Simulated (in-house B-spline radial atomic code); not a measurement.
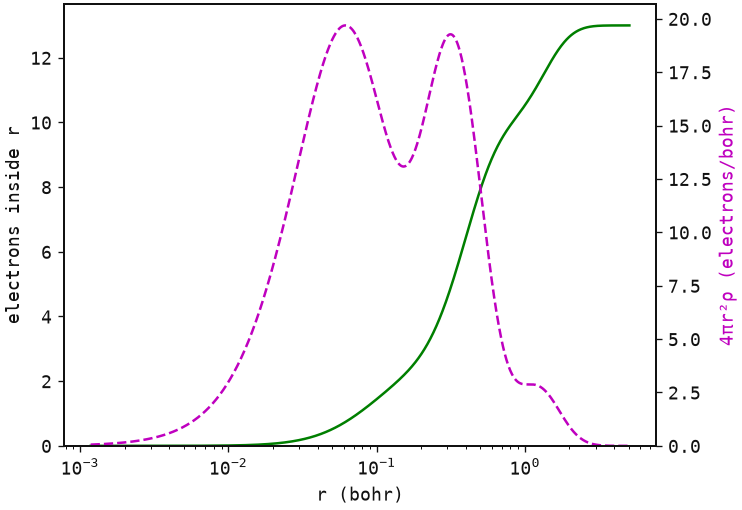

System: Cl⁴⁺ (Z = 17, 13 electrons), configuration [Ne] 3s2 3p1 (open shells shared over both j by 2j + 1). Level of theory: Dirac-Coulomb HSE06, spherical density, exact exchange averaged over the configuration, Fermi nucleus, basis-set limit. Computed with an in-house B-spline radial code.

The plot shows the number of electrons inside radius r (solid) and the radial density 4πr²ρ (dashed).

What does the plot show?

Answer. The count levels off at 13 electrons. Half of them lie within 0.403 bohr, 90 % within 1.42 bohr and 99 % within 2.36 bohr. The radial density has minima at 0.15 and 1.0 bohr, where the count stands at 2.2 and 10.6; these part the shells that the density resolves.
